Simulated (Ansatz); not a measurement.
# CH6N2OSi: one species, many methods

Aim: compute CH6N2OSi with functionals from several rungs and with coupled cluster. The yardstick is the atomisation energy at the CCSD(T) limit.

Method: functionals in def2-TZVPP, the program's frozen cores in correlated methods; program: Ansatz 0.2.0, Gaussian basis.

Plan: PBE-D4, r2SCAN-D4, PBE0-D4, B3LYP-D4, ωB97X-V, ωB97M-V, B2PLYP; CCSD(T)/def2-TZVPP; MP2/def2-QZVPP; extrapolation to the limit.

**1. The geometry**

An earlier PBE0-D4 in a triple-zeta def2 set relaxation fixed the geometry.

SMILES `NC1(N)O[SiH2]1`, 11 atoms, charge 0, spin multiplicity 1.

Atoms are counted from 1 here; the program's logs count them from 0.

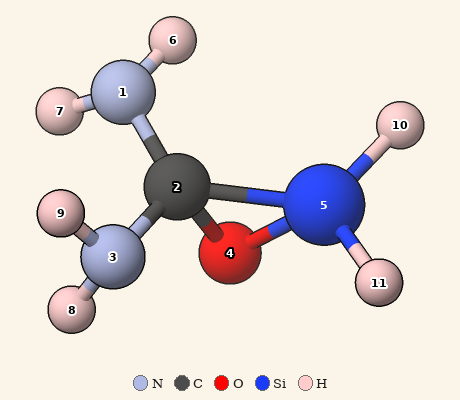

The structure; nitrogen light blue, carbon dark grey, oxygen red, silicon blue, hydrogen pink; atoms are numbered from 1 in the order of the file.

Geometry (Å):

```xyz
11
CH6N2OSi
N     0.1828    1.2538    0.8123
C     0.0486   -0.0080    0.1923
N     0.1702   -1.1152    1.0830
O    -1.1575   -0.2155   -0.6369
Si    0.1986   -0.3040   -1.6049
H     0.1912    2.0171    0.1493
H    -0.5632    1.4073    1.4857
H    -0.7348   -1.3461    1.4781
H     0.8282   -0.9054    1.8214
H     0.3383    0.7861   -2.6031
H     0.5630   -1.6273   -2.1566
```

**2. PBE-D4 (GGA)**

in.yaml reads:

```yaml
crystal:
  periodic: [false, false, false]
  atoms:
    - {symbol: N, position_ang: [0.182835, 1.253829, 0.812298]}
    - {symbol: C, position_ang: [0.048639, -0.007977, 0.192284]}
    - {symbol: N, position_ang: [0.170175, -1.115169, 1.083004]}
    - {symbol: O, position_ang: [-1.157499, -0.215507, -0.636898]}
    - {symbol: Si, position_ang: [0.198583, -0.304021, -1.604925]}
    - {symbol: H, position_ang: [0.191157, 2.017088, 0.149328]}
    - {symbol: H, position_ang: [-0.563226, 1.407309, 1.485694]}
    - {symbol: H, position_ang: [-0.734775, -1.346061, 1.478124]}
    - {symbol: H, position_ang: [0.828150, -0.905430, 1.821360]}
    - {symbol: H, position_ang: [0.338317, 0.786118, -2.603093]}
    - {symbol: H, position_ang: [0.563043, -1.627279, -2.156575]}
basis:
  gaussian: {orbitals: def2-TZVPP}
hamiltonian: {xc: pbe, dispersion: d4}
output: {forces: true, orbitals: {seedname: orbitals}}
```

On the command line:

```
$ ansatz run in.yaml --threads 4 --pin off --events-out ev --progress --plain --max-ram 10444MiB
```

After this run come: r2SCAN-D4 (meta-GGA); PBE0-D4 (hybrid); B3LYP-D4 (hybrid); ωB97X-V (range-separated); ωB97M-V (range-separated); B2PLYP (double hybrid); CCSD(T) in def2-TZVPP; MP2 in def2-QZVPP.

Q: Predict the results of all the runs planned. Wanted: atomisation energy, CCSD(T)/CBS; farthest; mean size of error, hybrid; mean size of error, range-separated; gap, smallest and largest; T1 diagnostic; triples share of the correlation energy.

The runs gave:

| quantity | value |
| --- | --- |
| atomisation energy, CCSD(T)/CBS | 933.1 kcal/mol |
| functionals within 4.7 kcal/mol (0.5 %) | r2SCAN-D4, PBE0-D4, B3LYP-D4 |
| farthest | PBE-D4 (+28.3 kcal/mol) |
| mean size of error, hybrid | 1.0 kcal/mol |
| mean size of error, range-separated | 6.0 kcal/mol |
| gap, smallest and largest | 3.85 eV (PBE-D4), 10.28 eV (ωB97X-V) |
| T1 diagnostic | 0.0135 |
| triples share of the correlation energy | 4.0 % |

In words: PBE-D4 is off by +28.3 kcal/mol. Double hybrids carry the basis error of their MP2 part in triple zeta, and no dispersion term here, so their miss is partly the set-up's. Misses under about 4.7 kcal/mol are within the doubt on the reference itself, which lacks core-valence correlation, relativity and higher excitations. Hartree-Fock recovers 65 % of the binding; the rest is correlation. Orbital gaps span 3.8 to 10.3 eV; exact exchange widens them.
